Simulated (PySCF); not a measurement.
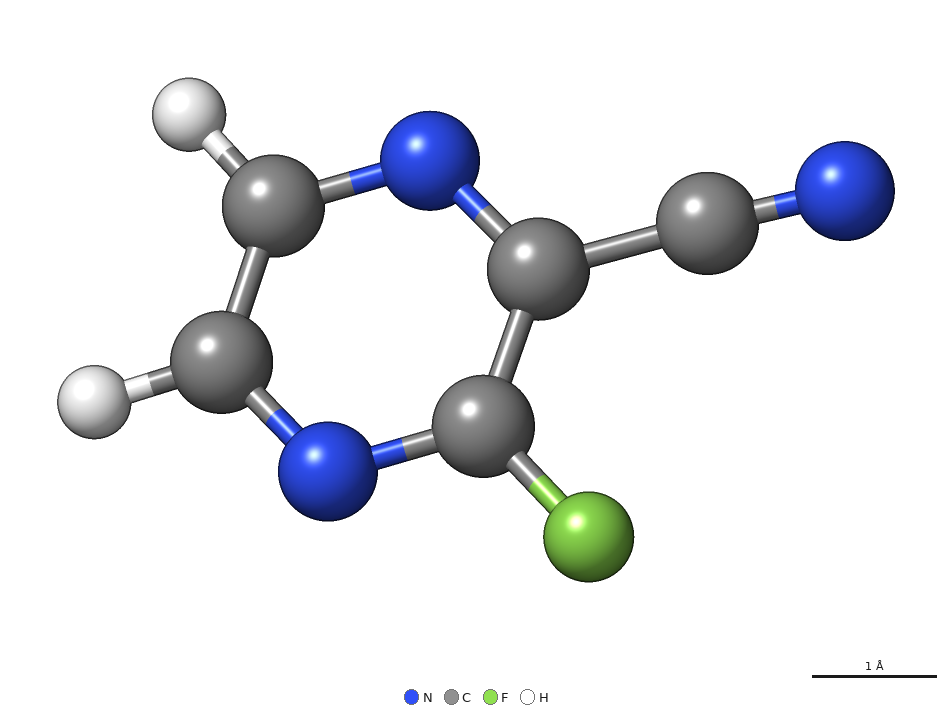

The picture shows a molecular structure as a ball-and-stick model. Every bond is drawn as one stick, whatever its order.

Computed geometry: GFN2-xTB optimisation. No frequency run is at hand to confirm it as a minimum.

> What is the molecular formula?

C5H2FN3, 11 atoms: 5 carbon, 2 hydrogen, 1 fluorine and 3 nitrogen.

> Give a SMILES string for it.

N#Cc1nccnc1F

> What is the point group of this geometry?

Cs.

> Count the bonded pairs by element.

5 C–N, 3 C–C, 2 C–H, 1 C–F.

The parts below concern this one geometry. Atoms keep their numbers from picture to picture.

**Geometry**

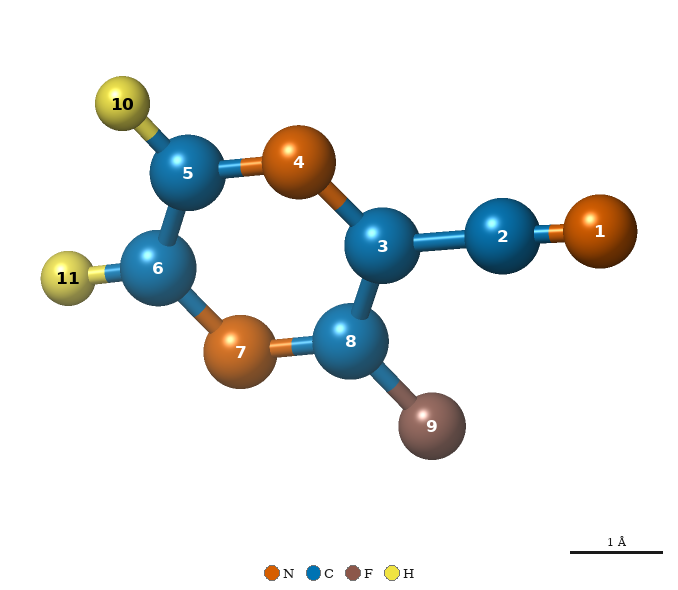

No frequency run is at hand to confirm it as a minimum.

Give the bond lengths.

```
  bond  length (Å)        order
 N1–C2       1.144       triple
 C2–C3       1.420  delocalised
 C3–N4       1.330     aromatic
 C3–C8       1.407     aromatic
 N4–C5       1.320     aromatic
 C5–C6       1.391     aromatic
C5–H10       1.080       single
 C6–N7       1.325     aromatic
C6–H11       1.080       single
 N7–C8       1.311     aromatic
 C8–F9       1.328       single
```

**Electronic properties**

No frequency run is at hand to confirm it as a minimum. Properties computed with B3LYP/pcJ-1, gas phase (PySCF 2.14.0).

> What is the dipole moment?

4.84 D.

> Give the HOMO energy (Kohn–Sham orbital) at this level.

−8.40 eV.

> Give the LUMO energy (Kohn–Sham orbital) at this level.

−3.02 eV.

**Spin–spin coupling**

No frequency run is at hand to confirm it as a minimum. Level of theory: B3LYP/pcJ-1 indirect spin-spin coupling, non-relativistic, gas phase (PySCF 2.14.0). Isotopes: 13C, 19F, 1H, 15N.

Give the spin–spin coupling constants of these pairs, with the number of bonds between them: C8/F9, C3/F9, N7/F9, C2/F9, N4/F9, C6/F9.

```json
{"pair": "C8, F9", "bonds apart": "1", "J (Hz)": "−341.5"}
{"pair": "C3, F9", "bonds apart": "2", "J (Hz)": "19.3"}
{"pair": "N7, F9", "bonds apart": "2", "J (Hz)": "−49.6"}
{"pair": "C2, F9", "bonds apart": "3", "J (Hz)": "−10.0"}
{"pair": "N4, F9", "bonds apart": "3", "J (Hz)": "4.7"}
{"pair": "C6, F9", "bonds apart": "3", "J (Hz)": "6.5"}
```

Density functionals are unreliable for couplings to fluorine, so those rows may be far off.

**Quadrupole coupling**

No frequency run is at hand to confirm it as a minimum. Electric field gradients from the ground-state density, B3LYP/pcJ-1 (PySCF 2.14.0), non-relativistic apart from any core potentials.

Give the largest field-gradient component, the quadrupole coupling constant and the asymmetry for 14N at N1 (Q = 20.44 mb), 14N at N4 (Q = 20.44 mb), 14N at N7 (Q = 20.44 mb), 2H at H10 (Q = 2.86 mb), 2H at H11 (Q = 2.86 mb).

| atom | V_zz (a.u.) | e²qQ/h (MHz) | η |
| --- | --- | --- | --- |
| N1 | −1.029 | −4.94 | 0.02 |
| N4 | −1.248 | −5.99 | 0.45 |
| N7 | −1.118 | −5.37 | 0.34 |
| H10 | 0.310 | 0.208 | 0.07 |
| H11 | 0.308 | 0.207 | 0.06 |
